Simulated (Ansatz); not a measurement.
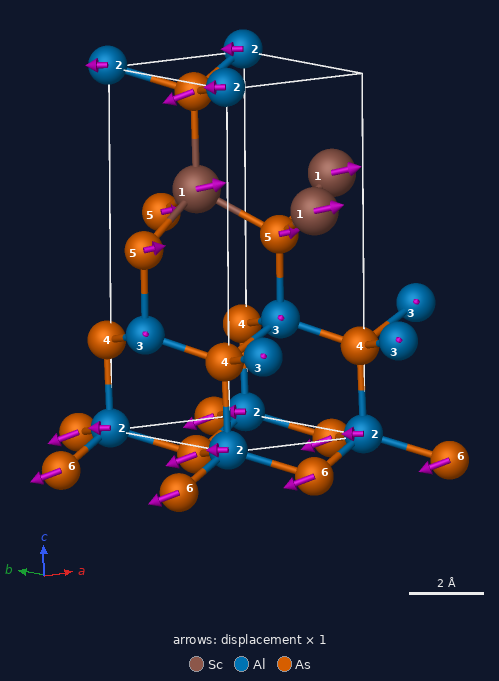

This is a relaxation of a crystal of ScAl₂As₃ (built on the MnCd2Te3-156 type type). The starting structure is drawn; purple arrows show the displacements (the part carried along by the change of the cell is left out), at their true length.

Style: ball-and-stick. Shown: the cell of the calculation, from a free direction.

Case: shaken.

These are results of Ansatz, DFT, PBEsol, plane waves, PAW, not measurements.

The input:
```yaml
crystal:
  lattice:
    - [4.0202673383, -0.0035837677, -0.0153430268]
    - [-2.0132373083, 3.4838354487, -0.0303665237]
    - [-0.038786182, -0.1110333527, 10.3351958306]
  atoms:
    - { symbol: Sc, position: [0.3714126832, 0.6893660611, 0.6669491847] }
    - { symbol: Al, position: [-0.0068348007, 0.002123732, 1.0064841054] }
    - { symbol: Al, position: [0.6876662523, 0.3482371491, 0.31590697] }
    - { symbol: As, position: [0.002265714, 0.0368801789, 0.2464652216] }
    - { symbol: As, position: [0.6234569089, 0.2800592152, 0.5561333386] }
    - { symbol: As, position: [0.3672405337, 0.7024584635, 0.9353776164] }
kpoints:
  mp_grid: { grid: [6, 6, 2] }
hamiltonian:
  xc: pbesol
scf:
  occupations: { method: fermi_dirac, width: 0.05 }
relax:
  f_tol: 0.01
  cell: {}
  max_steps: 120
```

Run as
```bash
ansatz run input.yaml --threads 2 --pin off --max-ram 2211MiB --backend cpu --events-out ev --progress --plain --runs-dir out
```

Describe the change and its energy.

Over 13 accepted moves (16 points after the start) the energy falls by 160 meV per atom. The largest force component goes from 1.7 to 0.0027 eV/Å. The pressure goes from 1.87 to 0.00 GPa. The line search rejected the trial step at point 10 of the run. At 2 points the geometry stayed and the basis and grid were re-selected for the new cell (energy shift of 0.2 meV per atom at most each time). As6 moves most relative to the cell: 0.92 Å roughly along [−3 2 −1]. Largest moves by element: As 0.92 Å, Sc 0.87 Å, Al 0.63 Å. Cell: a 4.020 → 3.957 Å (−1.6 %), b 4.024 → 3.957 Å (−1.7 %), c 10.336 → 10.127 Å (−2.0 %), α 90.9° → 78.7°, β 90.4° → 101.3°. Volume −7.5 %. Among the contacts that change: Sc1–As6 4.872 → 2.976 Å, Sc1–As6 (another image) 4.832 → 2.975 Å, Sc1–As5 2.382 → 2.610 Å, Sc1–As5 (another image) 2.828 → 2.610 Å. New bonds form, among them: Sc1–As6 (4.83 → 2.97 Å), Sc1–As6 (4.87 → 2.98 Å). Among the angles between lasting bonds that change: Sc1–As6–Al2 108.4° → 164.1°, As5–Sc1–As6 117.2° → 169.1°, As5–Sc1–As6 118.9° → 88.5°. Within 0.06 Å the space group is P1 at the start and R3m at the end; at a tighter tolerance small leftover displacements or strains of the cell lower it.
